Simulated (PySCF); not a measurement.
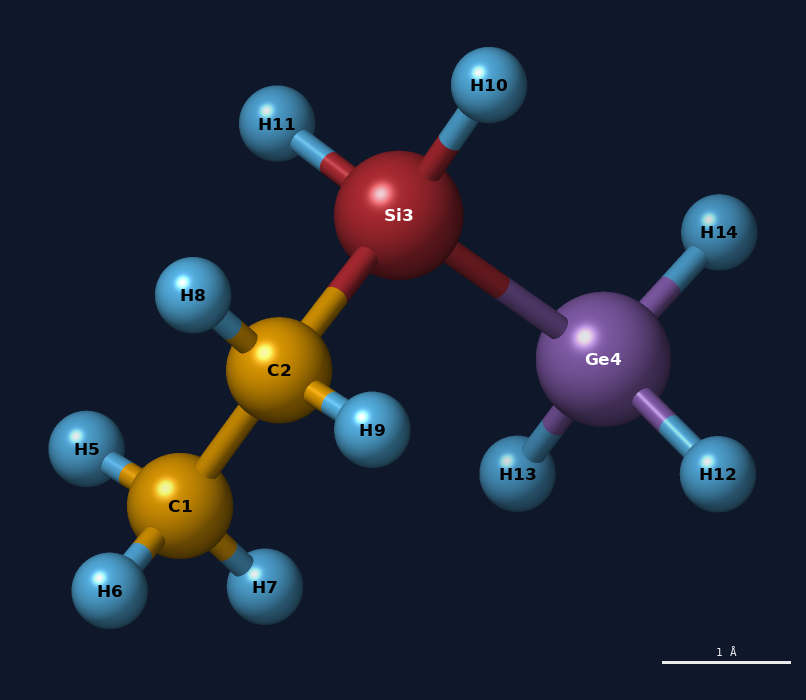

Numbered structure. Computed geometry: PBE0-D3(BJ)/def2-SVP optimisation. No frequency run is at hand to confirm it as a minimum.

**How are the neighbours of atom 2 arranged?**

C2 has 4 neighbours (C1 at 1.53, Si3 at 1.89, H8 at 1.10, H9 at 1.10 Å); the arrangement is tetrahedral.

**How are the neighbours of atom 1 arranged?**

C1 has 4 neighbours (C2 at 1.53, H5 at 1.10, H6 at 1.10, H7 at 1.10 Å); the arrangement is tetrahedral.

**Describe the coordination of atom 4.**

Ge4 has 4 neighbours (Si3 at 2.38, H12 at 1.54, H13 at 1.54, H14 at 1.54 Å); the arrangement is tetrahedral.

**How are the neighbours of atom 3 arranged?**

Si3 has 4 neighbours (C2 at 1.89, Ge4 at 2.38, H10 at 1.50, H11 at 1.50 Å); the arrangement is tetrahedral.

**What is the dihedral angle C1–C2–Si3–Ge4?**

61° in size, that is gauche.
